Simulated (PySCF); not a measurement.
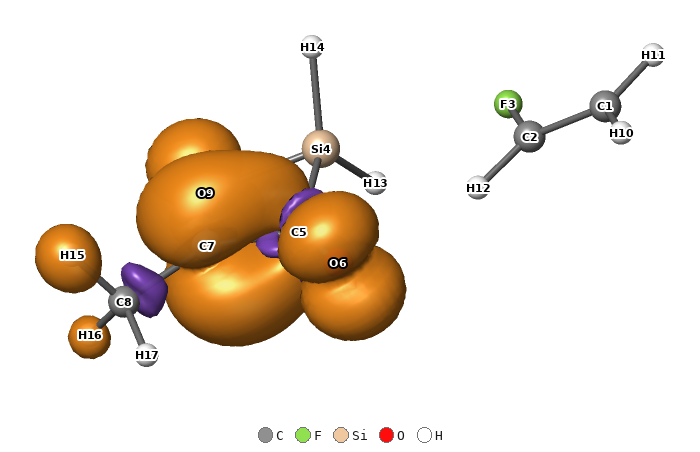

*C5H8FO2Si (doublet). Isosurfaces of the spin density (α minus β) at +0.015 (orange) and −0.015 e/Å³ (purple), seen at an oblique angle.*

Geometry: GFN2-xTB; at this geometry the atoms fall into two loosely joined parts.

Level of theory: UKS B3LYP, pcH-1 on C F H O Si, non-relativistic, mean-field spin-orbit, GIAO in PySCF.

```xyz
17

C    -4.0310   -0.3029   -0.5463
C    -2.7636   -0.3633   -0.2045
F    -2.3870   -0.3459    1.0974
Si    0.4038    0.0989    1.5495
C     0.7843   -0.0654   -0.3403
O     0.2419   -0.2840   -1.4229
C     2.1362    0.1929    0.0176
C     3.3756    0.3335   -0.7654
O     2.1187    0.3391    1.3598
H    -4.3123   -0.3161   -1.5818
H    -4.8146   -0.2400    0.1884
H    -1.9118   -0.4268   -0.8647
H     0.2250   -1.0969    2.3473
H    -0.1409    1.3483    2.0424
H     3.6178    1.3903   -0.9042
H     4.2108   -0.1275   -0.2390
H     3.2400   -0.1221   -1.7433
```

**Describe the spin distribution.**

The unpaired spin (1 electron) lies mostly on C7 (about 0.3), O6 (about 0.3), O9 (about 0.2) and C5 (about 0.1), in electrons by Hirshfeld's partition.
